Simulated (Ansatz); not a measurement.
# Calculations on C₂H₄FO

**1. Relaxation**

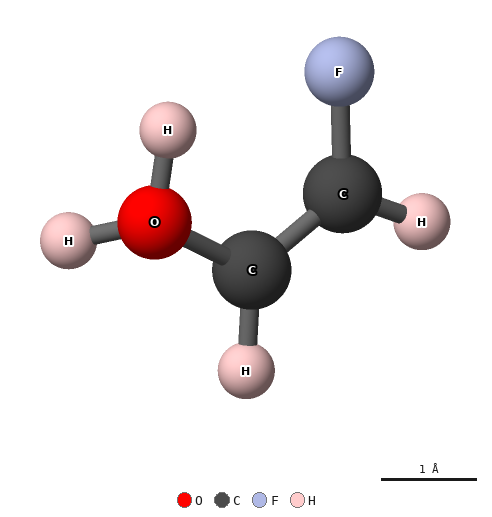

C2H4FO (charge +1), before the relaxation. Style: ball-and-stick. Shown at a tilt.

The run prepares an end point of a later path (torsion) calculation, from a guessed geometry.

Computed with RKS PBE/def2-SVP (Ansatz 0.2.0).

The input:
```yaml
crystal:
  periodic: [false, false, false]
  atoms:
    - { symbol: O, position_ang: [-0.21551, 1.20044, -0.37982] }
    - { symbol: C, position_ang: [0.3192, 0.16295, 0.46208] }
    - { symbol: C, position_ang: [0.25498, -1.10076, 0.07915] }
    - { symbol: F, position_ang: [-0.36621, -1.41025, -1.04745] }
    - { symbol: H, position_ang: [-0.62627, 0.78786, -1.18014] }
    - { symbol: H, position_ang: [-0.8504, 1.77895, 0.10018] }
    - { symbol: H, position_ang: [0.81257, 0.52179, 1.34897] }
    - { symbol: H, position_ang: [0.67164, -1.94096, 0.61702] }
total_charge: 1
basis:
  gaussian: { orbitals: def2-SVP }
hamiltonian:
  xc: pbe
relax:
  f_tol: 0.015
  max_steps: 40
output:
  orbitals: {}
```

Run as
```bash
ansatz run input.yaml --threads 1 --pin off --max-ram 2048MiB --backend cpu --events-out ev --progress --plain --runs-dir out
```

Predict the outcome.

Over 7 accepted moves (8 points after the start) the energy falls by 0.069 eV. Largest force component: 0.76 eV/Å at the start, 0.0035 eV/Å at the end. The line search rejected the trial step at point 3 of the run. The largest moves after the best rigid fit, 0.083 Å, are those of H6 and H7. By element the largest moves are H 0.083 Å, F 0.076 Å, C 0.056 Å, O 0.025 Å. Among the contacts that change: O1–C2 1.439 → 1.462 Å, C2–H7 1.076 → 1.096 Å, C2–C3 1.322 → 1.339 Å, O1–H6 0.984 → 0.992 Å. Among the angles between lasting bonds that change: C3–C2–H7 125.4° → 130.7°, O1–C2–C3 120.1° → 115.9°, C2–O1–H6 112.2° → 114.6°.

Step by step:

```csv
step,"E − E(0), eV","largest force component, eV/Å",note
0,0.0000,0.7616,
1,-0.0510,0.4143,
2,-0.0586,0.3450,
3,-0.0541,0.5632,rejected
4,-0.0676,0.1070,
5,-0.0680,0.0463,
6,-0.0686,0.0260,
7,-0.0687,0.0160,
8,-0.0687,0.0035,
```

The structure at the end:

```xyz
8

O    -0.2217    1.1811   -0.3652
C     0.3452    0.1569    0.5108
C     0.2395   -1.1068    0.0799
F    -0.4098   -1.3492   -1.0568
H    -0.5794    0.7735   -1.2016
H    -0.9151    1.7500    0.0585
H     0.8703    0.5741    1.3776
H     0.6710   -1.9795    0.5968
```

After the run, drawn alike:

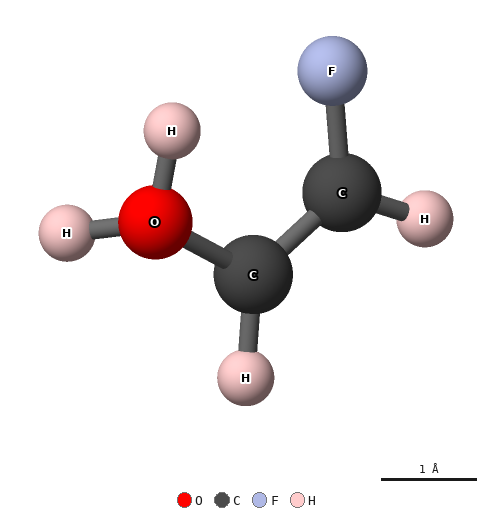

**2. Relaxation**

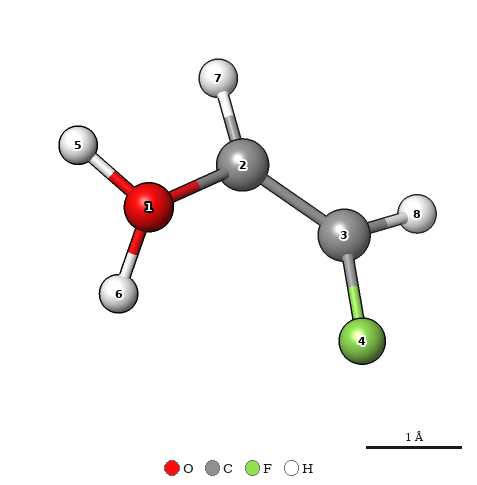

C2H4FO (charge +1), before the relaxation. Style: ball-and-stick. Shown at a tilt.

The run prepares an end point of a later path (torsion) calculation, from a guessed geometry.

The calculation used RKS PBE/def2-SVP in Ansatz 0.2.0.

Input
```yaml
crystal:
  periodic: [false, false, false]
  atoms:
    - { symbol: O, position_ang: [-0.21551, 1.20044, -0.37982] }
    - { symbol: C, position_ang: [0.3192, 0.16295, 0.46208] }
    - { symbol: C, position_ang: [0.87621, 0.47051, 1.6209] }
    - { symbol: F, position_ang: [1.00193, 1.74135, 1.96739] }
    - { symbol: H, position_ang: [-0.62627, 0.78786, -1.18014] }
    - { symbol: H, position_ang: [-0.8504, 1.77895, 0.10018] }
    - { symbol: H, position_ang: [0.15536, -0.83528, 0.09404] }
    - { symbol: H, position_ang: [1.25852, -0.23951, 2.34101] }
total_charge: 1
basis:
  gaussian: { orbitals: def2-SVP }
hamiltonian:
  xc: pbe
relax:
  f_tol: 0.015
  max_steps: 40
output:
  orbitals: {}
```

Run as
```bash
ansatz run input.yaml --threads 1 --pin off --max-ram 2048MiB --backend cpu --events-out ev --progress --plain --runs-dir out
```

What does the optimiser find from here?

Over 14 accepted moves (18 points after the start) the energy falls by 0.182 eV. The largest force component goes from 1.4 to 0.0086 eV/Å. The line search rejected the trial steps at points 9, 13, 15, 17 of the run. The forces were under the threshold at step 16, but the run went on from there. The largest move after the best rigid fit is that of H6, 0.72 Å. Largest moves by element: H 0.72 Å, F 0.39 Å, O 0.16 Å, C 0.13 Å. Near-neighbour distances that change, for instance: O1–C2 1.439 → 1.462 Å, C2–H7 1.076 → 1.096 Å, C2–C3 1.322 → 1.339 Å, O1–H6 0.984 → 0.997 Å. Bond angles that change, for instance: C2–O1–H5 109.1° → 114.7°, C3–C2–H7 125.4° → 130.7°, O1–C2–C3 120.1° → 115.9°. Groups turn about O1–C2 by about 60°.

Step by step:

```
step  E − E(0), eV  largest force component, eV/Å      note
   0        0.0000                         1.3966          
   1       -0.0682                         0.7560          
   2       -0.0870                         0.4067          
   3       -0.0915                         0.5461          
   4       -0.0983                         0.1517          
   5       -0.1007                         0.0563          
   6       -0.1037                         0.1258          
   7       -0.1079                         0.1523          
   8       -0.1342                         0.1535          
   9       -0.1318                         0.7587  rejected
  10       -0.1469                         0.1275          
  11       -0.1612                         0.2832          
  12       -0.1758                         0.1505          
  13       -0.0725                         1.3050  rejected
  14       -0.1807                         0.1151          
  15       -0.1513                         0.8447  rejected
  16       -0.1824                         0.0142          
  17       -0.1820                         0.1375  rejected
  18       -0.1824                         0.0086
```

The structure at the end:

```xyz
8

O    -0.2142    1.0666   -0.4582
C     0.3486    0.0422    0.4199
C     0.7756    0.4682    1.6155
F     0.6096    1.7493    1.9391
H    -1.1395    0.8845   -0.7666
H    -0.1681    1.9646   -0.0272
H     0.4293   -0.9402   -0.0593
H     1.2777   -0.1679    2.3625
```

After the run, drawn alike:

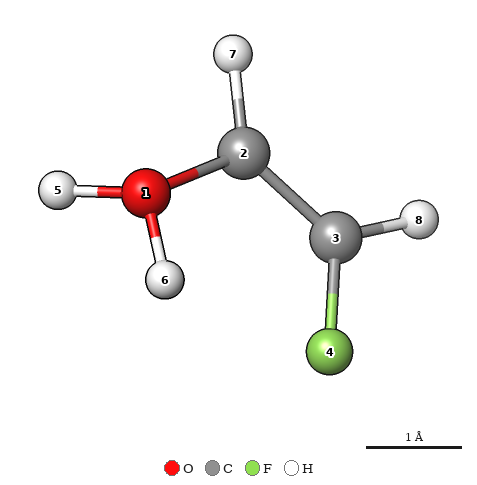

**3. Path**

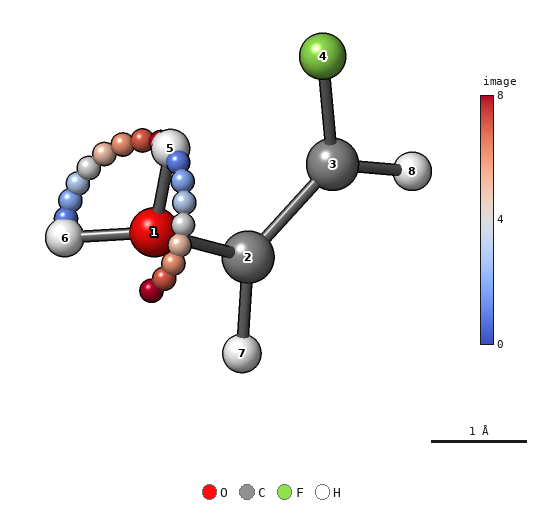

A nudged-elastic-band calculation for C2H4FO (charge +1). Images are numbered from 0 (start) to 8 (end). The start is drawn whole; smaller spheres mark the moving atoms (H) in the later images, joined by lines and coloured by the number of the image. Style: ball-and-stick. Shown at a tilt.

Method: RKS PBE/def2-SVP in Ansatz 0.2.0. Run with 7 movable images; climbing image; force threshold 0.05 eV/Å; iteration limit 60; starting path by image-dependent pair potential.

Question: What moves, how far, and at what cost in energy?

Answer: The motion is a rotation about the O1–C2 bond by about 115°. No bond forms or breaks between the ends. Among the angles between lasting bonds that change up to the highest image: C2–O1–H5 110.8° → 115.1°, C2–C3–F4 119.0° → 121.4°. The barrier is about 0.040 eV in both directions, with image 4 at the top; the ends have the same energy. The band converged in 5 iterations. The largest component of the band force went from 0.47 to 0.037 eV/Å. The climbing image converged on the top of the path. Its vibrational analysis gives one imaginary mode (143i cm⁻¹), as a transition state must have.

The run took about 30 core-seconds on a shared host.
